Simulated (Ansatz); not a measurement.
CH4Cl2Si (SMILES [SiH3]C(Cl)Cl)

Input file:

```
crystal:
  periodic: [false, false, false]
  atoms:
    - {symbol: Si, position_ang: [-0.174671, 0.934865, -0.203946]}
    - {symbol: C, position_ang: [0.041503, -0.911605, 0.175333]}
    - {symbol: Cl, position_ang: [0.841060, -1.100497, 1.749869]}
    - {symbol: Cl, position_ang: [0.974783, -1.675777, -1.128236]}
    - {symbol: H, position_ang: [-0.877292, 1.063926, -1.504547]}
    - {symbol: H, position_ang: [-0.985738, 1.541428, 0.880546]}
    - {symbol: H, position_ang: [1.173201, 1.543220, -0.264468]}
    - {symbol: H, position_ang: [-0.900644, -1.452558, 0.239651]}
basis:
  gaussian: {orbitals: def2-TZVPP}
hamiltonian: {xc: pbe0, dispersion: d4}
output: {orbitals: {seedname: orbitals}}
```

Command:

```sh
ansatz run in.yaml --threads 2 --pin off --events-out ev --progress --plain --max-ram 4352MiB
```

Geometry: PBE0-D4/def2-TZVP.

Method: RKS PBE0-D4/def2-TZVPP in Ansatz.

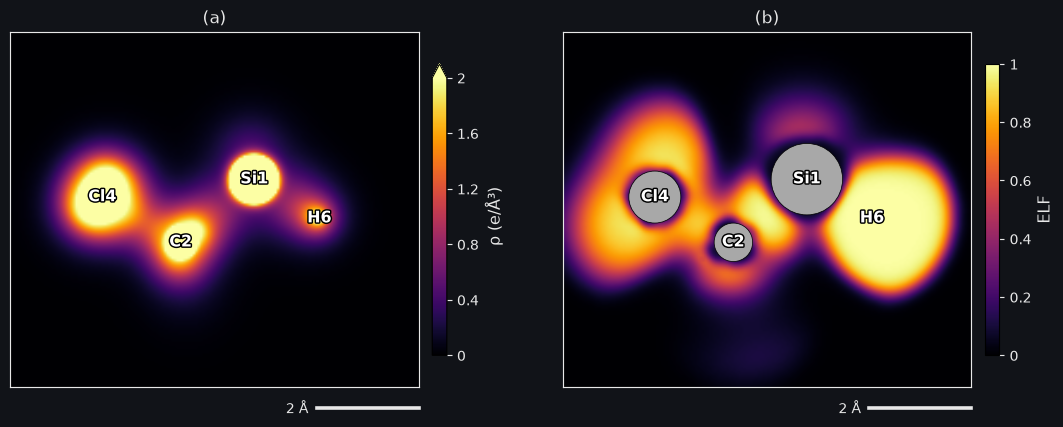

Figure 1. (a) electron density; (b) electron localisation function on the plane of atoms C2, Si1 and H6. Grey discs cover the atomic cores in the ELF map.

Interpret the plot.

Answer. The plane passes through Si, C, Cl and H nuclei. C–Cl (1.78 Å): the density is about 1.3 e/Å³ at the midpoint; the ELF peaks at about 0.85 between the atoms; a shared electron pair. C–Si (1.90 Å): ρ is about 0.95 e/Å³ halfway; the ELF peaks at about 1 between the atoms (a covalent bond). Si–H (1.48 Å): ρ is about 0.82 e/Å³ halfway; the ELF climbs to about 1 towards the hydrogen, as it does in any bond to H. The ELF also peaks beside Cl4, away from the bonds: lone-pair regions.

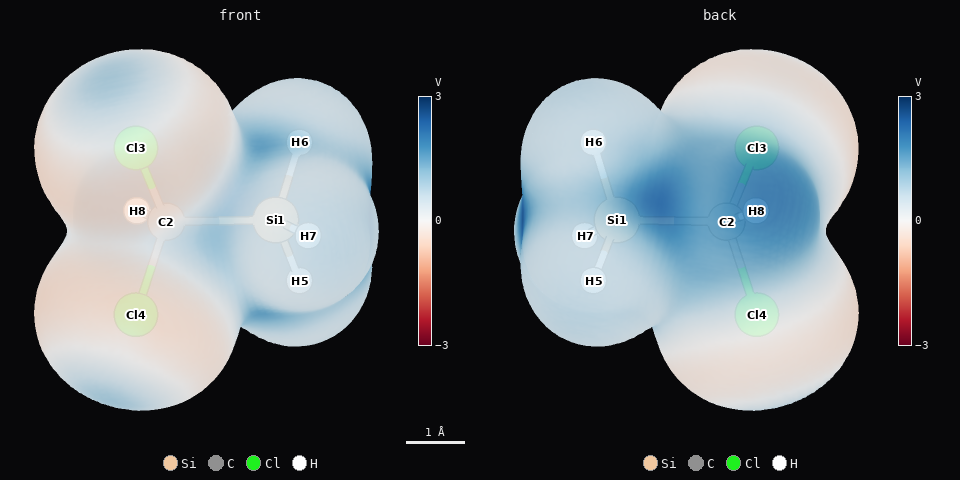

Figure 2. The electrostatic potential painted on the density surface at 0.004 e/bohr³, seen from the front and from behind; the colour scale runs from red (negative) to blue (positive).

Which sites attract a positive test charge, and which a negative one?

Answer. A positive charge is drawn to the negative regions and a negative charge to the positive ones. The most negative region (about −0.4 V) lies over Cl3 and Cl4, the most positive (about +2.3 V) over Si1. Cl3 shows a σ-hole: about +0.9 V at the tip opposite its bond, against about −0.3 V on its flanks. Cl4 shows a σ-hole: about +0.9 V at the tip opposite its bond, against about −0.3 V on its flanks.

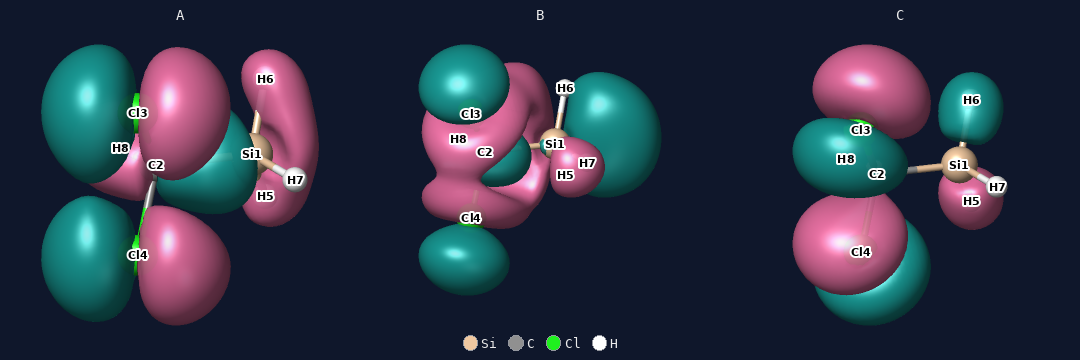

Figure 3. Three frontier orbitals at ±0.06 Å⁻³ᐟ² (teal and pink are the two phases), in no order.

Which picture is the HOMO−1, the HOMO and the LUMO?

Answer. C is the HOMO−1 (−8.83 eV). By Hirshfeld shares it lies mainly on Cl4 (about 45 %) and Cl3 (about 45 %); largely a combination of lone pairs on Cl4 and Cl3. A is the HOMO (−8.21 eV). Its weight (Hirshfeld) is mainly on Cl4 (about 35 %), Cl3 (about 35 %), C2 (about 15 %) and Si1 (about 10 %). B is the LUMO (−0.48 eV). Its weight (Hirshfeld) is mainly on Si1 (about 25 %), Cl3 (about 20 %), Cl4 (about 20 %) and C2 (about 20 %).

What is the HOMO–LUMO gap?

Answer. 7.73 eV between the orbital energies.
